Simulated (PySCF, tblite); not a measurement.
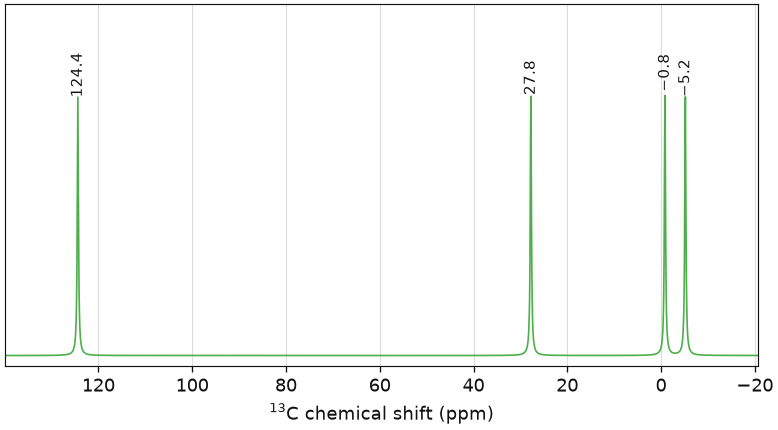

GIAO shifts, PBE0/pcSseg-1, PySCF, at a GFN2-xTB geometry (a minimum by its frequencies), against TMS for ¹³C computed at the same level. Gas phase, fully decoupled, line heights follow the number of nuclei, widths are arbitrary (no quadrupolar broadening); values of one conformer, averaged over methyl-type rotors and exact or near symmetry; other conformers aren't averaged in.

Question: Which molecule was computed?
A. CH₁₀OSSi₃, SMILES C[Si@@H](S)[SiH2]O[SiH3]
B. C₅H₁₁ClSi₂, SMILES CC1=C[SiH2][C@@H]1[SiH2]CCl
C. C₅H₇FO₂Si, SMILES C[C@@]1(F)C=CO[SiH2]C1=O
D. C₄H₁₀F₂Si₂, SMILES C[Si@@H]1C[SiH2][C@@H]1C(F)F

Answer: D. Its ¹³C signals: 124.4 (1 C), 27.8 (1 C), −0.8 (1 C), −5.2 (1 C) ppm.

Caveats: the tight-binding geometry is rougher than a DFT one and adds to the error.
